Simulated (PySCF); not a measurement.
**AlH3 (SMILES [H][Al]([H])[H]) at QCISD(T)/6-31G**

Aim: the energy change on altering one bond length of AlH3 at QCISD(T)/6-31G, from 2 runs. 

Program for the calculation: PySCF 2.14.0.

8 further runs of the same task are left out: 8 set aside as unsound or not needed.

**1. The molecule**

AlH3: 4 atoms, total charge 0, spin state singlet. As SMILES, `[H][Al]([H])[H]`. The shape comes from GFN2-xTB, which is rough for such elements, and wasn't checked as a minimum.

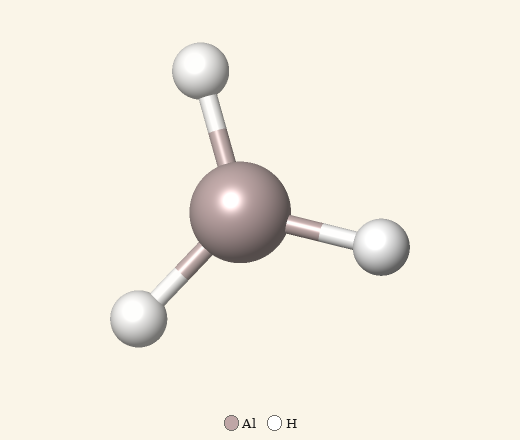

Viewed from a chosen angle; aluminium light grey, hydrogen white.

**2. A single-point energy at QCISD(T)/6-31G**

calc.py reads:

```python
from pyscf import gto, scf, cc

system = gto.M(
    atom='Al -0.000010 -0.000020 0.000020; H 1.552650 -0.030520 0.014610; H -0.749810 1.359840 -0.019120; H -0.802830 -1.329300 0.004480',
    basis='6-31g',
    verbose=3,
    charge=0,
    spin=0,
    max_memory=1860,
)

mf = scf.RHF(system)
mf.conv_tol = 1e-10
mf.kernel()
if not mf.converged:
    mf = mf.newton().run(mf.mo_coeff, mf.mo_occ)

mycc = cc.QCISD(mf, frozen=5)
mycc.kernel()
e_t = mycc.qcisd_t()
e_final = mycc.e_tot + e_t
print('Final energy', e_final)
```

The run is started by

```bash
$ OMP_NUM_THREADS=1 python calc.py
```

The log of the run:

```text
converged SCF energy = -243.586200452255
E(QCISD) = -243.6442891776112  E_corr = -0.05808872535612412
QCISD(T) correction = -0.000582125687302219
Final energy -243.64487130329854
```

It took 0.74 s on 1 thread of Arm Neoverse V1, shared host; peak memory 0.1 GiB.

**3. The distorted shape**

run.py reads:

```python
from pyscf import gto, cc

mol = gto.M(
    atom=[
    ('Al', (-0.776298, 0.015229, -0.007275)),
    ('H', (1.552650, -0.030520, 0.014610)),
    ('H', (-1.526098, 1.375089, -0.026415)),
    ('H', (-1.579118, -1.314051, -0.002815)),
],
    verbose=4,
    max_memory=1860,
    basis='6-31g',
)

mf = mol.RHF()
mf.conv_tol = 1e-10
mf.kernel()
if not mf.converged:
    mf = mf.newton().run(mf.mo_coeff, mf.mo_occ)

mycc = cc.QCISD(mf, frozen=5)
mycc.kernel()
e_t = mycc.qcisd_t()
e_final = mycc.e_tot + e_t
print(f'total energy: {e_final:.8f} hartree')
```

The run is started by

```bash
$ OMP_NUM_THREADS=1 python run.py
```

The log of the run:

```text
PySCF version 2.14.0

[INPUT] num. atoms = 4
[INPUT] num. electrons = 16
[INPUT] charge = 0
[INPUT] spin (= nelec alpha-beta = 2S) = 0
[INPUT] symmetry False subgroup None
[INPUT] Mole.unit = angstrom
[INPUT] Symbol           X                Y                Z      unit          X                Y                Z       unit  Magmom
[INPUT]  1 Al    -0.776298000000   0.015229000000  -0.007275000000 AA   -1.466990611048   0.028778639151  -0.013747757556 Bohr   0.0
[INPUT]  2 H      1.552650000000  -0.030520000000   0.014610000000 AA    2.934083267306  -0.057674441322   0.027608898680 Bohr   0.0
[INPUT]  3 H     -1.526098000000   1.375089000000  -0.026415000000 AA   -2.883907259246   2.598541606902  -0.049917115580 Bohr   0.0
[INPUT]  4 H     -1.579118000000  -1.314051000000  -0.002815000000 AA   -2.984100538371  -2.483196503711  -0.005319579041 Bohr   0.0

nuclear repulsion = 12.3222092566106
number of shells = 13
number of NR pGTOs = 58
number of NR cGTOs = 19
basis = 6-31g
ecp = {}

******** <class 'pyscf.scf.hf.RHF'> ********
method = RHF
initial guess = minao
damping factor = 0
level_shift factor = 0
DIIS = <class 'pyscf.scf.diis.CDIIS'>
diis_start_cycle = 1
diis_space = 8
diis_damp = 0
SCF conv_tol = 1e-10
SCF conv_tol_grad = None
SCF max_cycles = 50
direct_scf = True
direct_scf_tol = 1e-13
Set gradient conv threshold to 1e-05
Initial guess from minao.
init E= -243.094653081326
  HOMO = -0.252022504449005  LUMO = -0.0036254559707789  gap/eV = 6.75923
cycle= 1 E= -243.507178150029  delta_E= -0.413  |g|= 0.156  |ddm|= 1.35
  HOMO = -0.34262525545896  LUMO = 0.000466003251771818  gap/eV = 9.33599
cycle= 2 E= -243.524889724099  delta_E= -0.0177  |g|= 0.0339  |ddm|= 0.318
  HOMO = -0.355827029244488  LUMO = 0.0178051486391793  gap/eV = 10.16705
cycle= 3 E= -243.525912658183  delta_E= -0.00102  |g|= 0.00765  |ddm|= 0.0834
  HOMO = -0.354734446598616  LUMO = 0.0162898542160406  gap/eV = 10.09609
cycle= 4 E= -243.525970151333  delta_E= -5.75e-05  |g|= 0.00057  |ddm|= 0.0243
  HOMO = -0.354617014258084  LUMO = 0.0161445389804427  gap/eV = 10.08894
cycle= 5 E= -243.52597044998  delta_E= -2.99e-07  |g|= 9.01e-05  |ddm|= 0.00213
  HOMO = -0.354651222676957  LUMO = 0.0161388249641188  gap/eV = 10.08971
cycle= 6 E= -243.525970458453  delta_E= -8.47e-09  |g|= 8.02e-06  |ddm|= 0.000436
  HOMO = -0.354648733327912  LUMO = 0.0161398029654563  gap/eV = 10.08967
cycle= 7 E= -243.525970458514  delta_E= -6.09e-11  |g|= 7.8e-07  |ddm|= 3.71e-05
  HOMO = -0.354648907103442  LUMO = 0.0161398674437589  gap/eV = 10.08968
Extra cycle  E= -243.525970458514  delta_E= -2.27e-13  |g|= 2.49e-07  |ddm|= 2.93e-06
converged SCF energy = -243.525970458514

******** <class 'pyscf.cc.qcisd.QCISD'> ********
QCISD nocc = 3, nmo = 14
frozen orbitals 5
max_cycle = 50
direct = 0
conv_tol = 1e-07
conv_tol_normt = 1e-05
diis_space = 6
diis_start_cycle = 0
diis_start_energy_diff = 1e+09
Init t2, MP2 energy = -243.573251873521  E_corr(MP2) -0.0472814150065245
Init E_corr(QCISD) = -0.0472814150065735
cycle = 1  E_corr(QCISD) = -0.0615520961519581  dE = -0.0142706811  norm(t1,t2) = 0.0594992
cycle = 2  E_corr(QCISD) = -0.0670554296277138  dE = -0.00550333348  norm(t1,t2) = 0.0300545
cycle = 3  E_corr(QCISD) = -0.072012965960293  dE = -0.00495753633  norm(t1,t2) = 0.0158606
cycle = 4  E_corr(QCISD) = -0.0717572682739287  dE = 0.000255697686  norm(t1,t2) = 0.00167434
cycle = 5  E_corr(QCISD) = -0.0717636960374778  dE = -6.42776355e-06  norm(t1,t2) = 0.000446918
cycle = 6  E_corr(QCISD) = -0.0717683101786579  dE = -4.61414118e-06  norm(t1,t2) = 0.000127694
cycle = 7  E_corr(QCISD) = -0.0717643175348425  dE = 3.99264382e-06  norm(t1,t2) = 4.1051e-05
cycle = 8  E_corr(QCISD) = -0.0717660496390139  dE = -1.73210417e-06  norm(t1,t2) = 1.4551e-05
cycle = 9  E_corr(QCISD) = -0.0717660942954855  dE = -4.46564717e-08  norm(t1,t2) = 4.31429e-06
QCISD converged
E(QCISD) = -243.5977365528098  E_corr = -0.07176609429548551
QCISD(T) correction = -0.00103012050752674
total energy: -243.59876667 hartree
```

It took 0.87 s on 1 thread of Arm Neoverse V1, shared host; peak memory 0.12 GiB.

**4. Summary of results**

At QCISD(T)/6-31G, 5 core orbitals frozen:

| quantity | value |
| --- | --- |
| first shape: total energy | -243.64487 Eh |
| first shape: dipole moment (Hartree–Fock density) | 0.00 D |
| first shape: HOMO energy (Hartree–Fock orbitals) | -11.74 eV |
| first shape: LUMO energy (Hartree–Fock orbitals) | 0.79 eV |
| first shape: HOMO–LUMO gap (Hartree–Fock orbitals) | 12.53 eV |
| first shape: correlation energy (5 core orbitals frozen) | -58.7 mEh |
| first shape: (T) correction | -0.58 mEh |
| first shape: T1 diagnostic | 0.010 |
| distorted shape: total energy | -243.59877 Eh |
| distorted shape: dipole moment (Hartree–Fock density) | 1.80 D |
| distorted shape: HOMO energy (Hartree–Fock orbitals) | -9.65 eV |
| distorted shape: LUMO energy (Hartree–Fock orbitals) | 0.44 eV |
| distorted shape: HOMO–LUMO gap (Hartree–Fock orbitals) | 10.09 eV |
| distorted shape: correlation energy (5 core orbitals frozen) | -72.8 mEh |
| distorted shape: (T) correction | -1.03 mEh |
| distorted shape: T1 diagnostic | 0.018 |
| energy change with the Al1–H2 bond stretched from 1.553 to 2.330 Å | 1.255 eV |

**Reading.** One bond (distorted shape) is far stretched, which a spin-restricted single reference describes badly; perturbation theory on it can break down and give far too much correlation. With the Al1–H2 bond stretched from 1.553 to 2.330 Å the energy rises by 1.25 eV (121 kJ/mol). The first shape isn't relaxed at this level, so the change isn't measured from a minimum. A restricted reference can't describe the breaking bond well at this length. The triples (first shape) make up 1.0 % of the correlation energy. The triples (distorted shape) make up 1.4 % of the correlation energy.
